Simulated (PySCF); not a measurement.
# One shape, several levels: Si2NH6Cl (SMILES N[SiH]([SiH3])Cl)

We compute a comparison of 6 runs (HF/STO-3G, HF/def2-SVP, B3LYP/6-31G*, PBE/6-311G**, PBE/def2-TZVP) of Si2NH6Cl. 

The results are computed with PySCF 2.14.0.

## Step 1: The system as given

The species is Si2NH6Cl (10 atoms), meant as a singlet with charge 0. As SMILES, `N[SiH]([SiH3])Cl`. The coordinates come from a PBE0-D4/def2-TZVP relaxation. This is one conformer, not always the lowest.

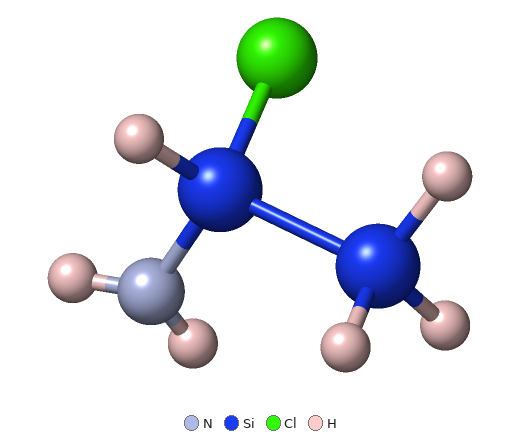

Viewed from a chosen angle; nitrogen light blue, silicon blue, chlorine green, hydrogen pink.

## Step 2: Energy and forces at HF/STO-3G (run 1)

The input, run.py:

```python
import pyscf.grad
from pyscf import gto, scf

system = gto.M(
    atom=[
    ('N', (-0.500400, 1.640400, -0.476600)),
    ('Si', (-0.088700, 0.024400, -0.834700)),
    ('Si', (0.678000, -1.030800, 1.103600)),
    ('Cl', (-1.669600, -1.135800, -1.538400)),
    ('H', (-1.066800, 1.857300, 0.327900)),
    ('H', (-0.657600, 2.302300, -1.220500)),
    ('H', (0.889100, 0.060000, -1.948200)),
    ('H', (0.872200, -2.482600, 0.855100)),
    ('H', (-0.336100, -0.853800, 2.179500)),
    ('H', (1.962900, -0.432600, 1.555400)),
],
    max_memory=1860,
    verbose=4,
    basis='sto-3g',
)

myscf = scf.RHF(system)
myscf.conv_tol = 1e-10
myscf.kernel()
if not myscf.converged:
    myscf = myscf.newton().run(myscf.mo_coeff, myscf.mo_occ)

e_tot = myscf.e_tot
print('E = %.10f Eh' % e_tot)
grad = myscf.Gradients().kernel()
myscf.analyze()
```

Launch:

```console
$ OMP_NUM_THREADS=1 python run.py
```

Standard output:

```text
PySCF version 2.14.0

[... 77 lines left out ...]
Nuclear Repulsion Energy =             274.285791788672100
[... 7 lines left out ...]
MO #2   energy= -68.0517787741337  occ= 2
[... 5 lines left out ...]
MO #8   energy= -7.73418500460271  occ= 2
[... 5 lines left out ...]
MO #14  energy= -3.98847648572472  occ= 2
[... 5 lines left out ...]
MO #20  energy= -0.641168378343613 occ= 2
[... 5 lines left out ...]
MO #26  energy= -0.405405550405345 occ= 2
[... 5 lines left out ...]
MO #32  energy= 0.453681373439519  occ= 0
[... 5 lines left out ...]
MO #38  energy= 0.763860642016953  occ= 0
[... 51 lines left out ...]
Dipole moment(X, Y, Z, Debye):  1.66729,  1.82326,  1.23121
```

Wall time 4.5 s (1 thread of Intel Xeon at 2.70GHz, shared host); peak memory 0.12 GiB.

## Step 3: Energy and gradient at HF/def2-SVP (run 2)

The input, job.py:

```python
from pyscf import gto, scf

mol = gto.M(
    atom='''
N   -0.500400   1.640400  -0.476600
Si  -0.088700   0.024400  -0.834700
Si   0.678000  -1.030800   1.103600
Cl  -1.669600  -1.135800  -1.538400
H   -1.066800   1.857300   0.327900
H   -0.657600   2.302300  -1.220500
H    0.889100   0.060000  -1.948200
H    0.872200  -2.482600   0.855100
H   -0.336100  -0.853800   2.179500
H    1.962900  -0.432600   1.555400
''',
    verbose=4,
    basis='def2-svp',
    charge=0,
    max_memory=1860,
)

mf = scf.RHF(mol)
mf.conv_tol = 1e-10
mf.kernel()
if not mf.converged:
    mf = mf.newton().run(mf.mo_coeff, mf.mo_occ)

energy = mf.e_tot
print(f'total energy: {energy:.8f} hartree')
grad = mf.nuc_grad_method().kernel()
mf.analyze()
```

Launch:

```console
$ OMP_NUM_THREADS=1 python job.py
```

Standard output:

```text
PySCF version 2.14.0

[... 67 lines left out ...]
total energy: -1095.01363294 hartree
[... 26 lines left out ...]
MO #7   energy= -8.0061290627711   occ= 2
[... 12 lines left out ...]
MO #20  energy= -0.690807332290561 occ= 2
[... 12 lines left out ...]
MO #33  energy= 0.189896419997344  occ= 0
[... 12 lines left out ...]
MO #46  energy= 0.584354876701616  occ= 0
[... 12 lines left out ...]
MO #59  energy= 0.964389007465792  occ= 0
[... 12 lines left out ...]
MO #72  energy= 1.27515025473768   occ= 0
[... 12 lines left out ...]
MO #85  energy= 1.99960482822582   occ= 0
[... 12 lines left out ...]
MO #98  energy= 3.68811448041311   occ= 0
[... 111 lines left out ...]
Dipole moment(X, Y, Z, Debye):  0.30372,  1.99460,  0.55645
```

Wall time 16 s (1 thread of Intel Xeon at 2.70GHz, shared host); peak memory 0.21 GiB.

Runs 3 to 4 aren't shown in full; the table further down has their settings and results.

## Step 4: Energy and forces at PBE/6-311G(d,p) (run 5)

The input, input.xyz:

```xyz
10

N     -0.500400     1.640400    -0.476600
Si    -0.088700     0.024400    -0.834700
Si     0.678000    -1.030800     1.103600
Cl    -1.669600    -1.135800    -1.538400
H     -1.066800     1.857300     0.327900
H     -0.657600     2.302300    -1.220500
H      0.889100     0.060000    -1.948200
H      0.872200    -2.482600     0.855100
H     -0.336100    -0.853800     2.179500
H      1.962900    -0.432600     1.555400
```

The input, input.py:

```python
import pyscf.grad
from pyscf import gto, dft

molecule = gto.M(
    atom='input.xyz',
    verbose=4,
    max_memory=1860,
    basis='6-311g**',
)

myscf = dft.RKS(molecule, xc='pbe')
myscf.grids.level = 5
myscf.conv_tol = 1e-10
myscf.kernel()
if not myscf.converged:
    myscf = myscf.newton().run(myscf.mo_coeff, myscf.mo_occ)

etot = myscf.e_tot
print(f'total energy: {etot:.8f} hartree')
grad = myscf.Gradients().kernel()
myscf.analyze()
```

Launch:

```console
$ OMP_NUM_THREADS=1 python input.py
```

Standard output:

```text
PySCF version 2.14.0

[... 99 lines left out ...]
Nuclear Repulsion Energy =             274.285791788672100
[... 18 lines left out ...]
MO #13  energy= -3.49215557974884  occ= 2
[... 16 lines left out ...]
MO #30  energy= -0.0344654211775075 occ= 0
[... 16 lines left out ...]
MO #47  energy= 0.289165918651438  occ= 0
[... 16 lines left out ...]
MO #64  energy= 0.765539168654235  occ= 0
[... 16 lines left out ...]
MO #81  energy= 1.21129380077291   occ= 0
[... 16 lines left out ...]
MO #98  energy= 2.01002101861471   occ= 0
[... 16 lines left out ...]
MO #115 energy= 4.12855710527285   occ= 0
[... 16 lines left out ...]
MO #132 energy= 214.719278027203   occ= 0
[... 145 lines left out ...]
Dipole moment(X, Y, Z, Debye):  0.44031,  2.15735,  0.72890
```

Run time: 69 s. Hardware: 1 thread of Intel Xeon at 2.70GHz, shared host; peak memory 1.4 GiB.

## Step 5: Energy and gradient at PBE/def2-TZVP (run 6)

The input, job.py:

```python
import pyscf.grad
from pyscf import gto, dft

mol = gto.M(
    atom='''
N     -0.500400     1.640400    -0.476600
Si    -0.088700     0.024400    -0.834700
Si     0.678000    -1.030800     1.103600
Cl    -1.669600    -1.135800    -1.538400
H     -1.066800     1.857300     0.327900
H     -0.657600     2.302300    -1.220500
H      0.889100     0.060000    -1.948200
H      0.872200    -2.482600     0.855100
H     -0.336100    -0.853800     2.179500
H      1.962900    -0.432600     1.555400
''',
    verbose=4,
    max_memory=1860,
    basis='def2-tzvp',
)

mf = dft.RKS(mol, xc='pbe')
mf.grids.level = 5
mf.conv_tol = 1e-10
mf.kernel()
if not mf.converged:
    mf = mf.newton().run(mf.mo_coeff, mf.mo_occ)

e_tot = mf.e_tot
print('E = %.10f Eh' % e_tot)
grad = mf.Gradients().kernel()
mf.analyze()
```

Launch:

```console
$ OMP_NUM_THREADS=1 python job.py
```

Standard output:

```text
PySCF version 2.14.0

[... 107 lines left out ...]
MO #2   energy= -65.432856103187   occ= 2
[... 21 lines left out ...]
MO #24  energy= -0.316098518003391 occ= 2
[... 21 lines left out ...]
MO #46  energy= 0.20585033782373   occ= 0
[... 21 lines left out ...]
MO #68  energy= 0.548263065559427  occ= 0
[... 21 lines left out ...]
MO #90  energy= 1.07818916059917   occ= 0
[... 21 lines left out ...]
MO #112 energy= 1.71780031607968   occ= 0
[... 21 lines left out ...]
MO #134 energy= 2.18931861013275   occ= 0
[... 21 lines left out ...]
MO #156 energy= 4.17273816662716   occ= 0
[... 21 lines left out ...]
MO #178 energy= 31.371908890335    occ= 0
[... 191 lines left out ...]
Dipole moment(X, Y, Z, Debye):  0.11453,  1.88785,  0.51709
```

It took 2.2 min on 1 thread of Intel Xeon at 2.70GHz, shared host; peak memory 2.4 GiB.

## Step 6: Overview of the runs

```csv
run,level,integration grid,Cartesian functions,energy (Eh),dipole moment (D),HOMO energy (eV),LUMO energy (eV),wall time
1,HF/STO-3G,–,no,-1083.103543,2.76,-8.55,9.18,4.5 s
2,HF/def2-SVP,–,no,-1095.013633,2.09,-10.74,3.45,16 s
3,B3LYP/6-31G* (spherical functions),5,no,-1097.608841,2.32,-7.49,0.03,54 s
4,B3LYP/6-31G* (Cartesian functions),5,yes,-1097.616733,2.31,-7.49,0.02,46 s
5,PBE/6-311G**,5,no,-1097.094438,2.32,-6.57,-0.94,69 s
6,PBE/def2-TZVP,5,no,-1097.114721,1.96,-6.56,-1.04,2.2 min
```

## Step 7: Outcome

```
                       quantity           value
            run 6: total energy  -1097.11472 Eh
           run 6: dipole moment          1.96 D
             run 6: HOMO energy        -6.56 eV
             run 6: LUMO energy        -1.04 eV
           run 6: HOMO–LUMO gap         5.52 eV
run 6: largest force on an atom      0.385 eV/Å
```

The dipole moment (its size) runs from 1.96 D (PBE/def2-TZVP) to 2.76 D (HF/STO-3G). The two ends differ in method and basis. The HOMO–LUMO gap runs from 5.52 eV (PBE/def2-TZVP) to 17.73 eV (HF/STO-3G). Totals of different functionals can't be ranked against each other. In run 1 the basis is minimal, so the values are rough. All runs together took 5.3 min, the longest 2.2 min.
